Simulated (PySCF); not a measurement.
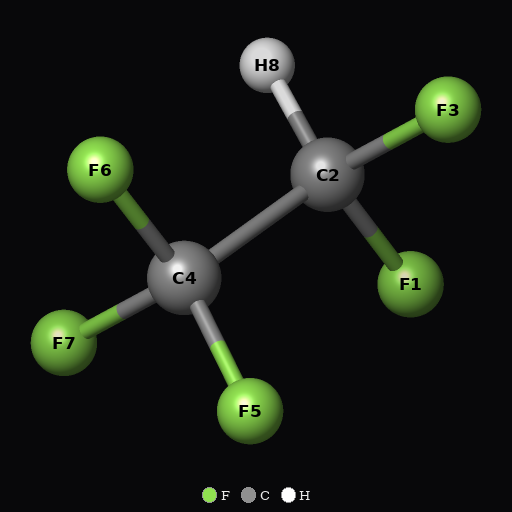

The computed structure is the end point of a GFN2-xTB optimisation. No frequency run is at hand to confirm it as a minimum. Properties computed with B3LYP/pcJ-1 indirect spin-spin coupling, non-relativistic, gas phase (PySCF 2.14.0). Isotopes: 13C, 19F, 1H.

Give the spin–spin coupling constants of these pairs, with the number of bonds between them: C2/H8, C2/C4, F1/F3, C2/F7, F3/H8, C4/H8, F3/F5, F3/F6, F6/H8.

| pair | bonds apart | J (Hz) |
| --- | --- | --- |
| C2, H8 | 1 | 195.5 |
| C2, C4 | 1 | 87.8 |
| F1, F3 | 2 | 279.6 |
| C2, F7 | 2 | 49.4 |
| F3, H8 | 2 | 58.0 |
| C4, H8 | 2 | 7.6 |
| F3, F5 | 3 | −16.6 |
| F3, F6 | 3 | −12.3 |
| F6, H8 | 3 | −2.6 |

Density functionals are unreliable for couplings to fluorine, so those rows may be far off.
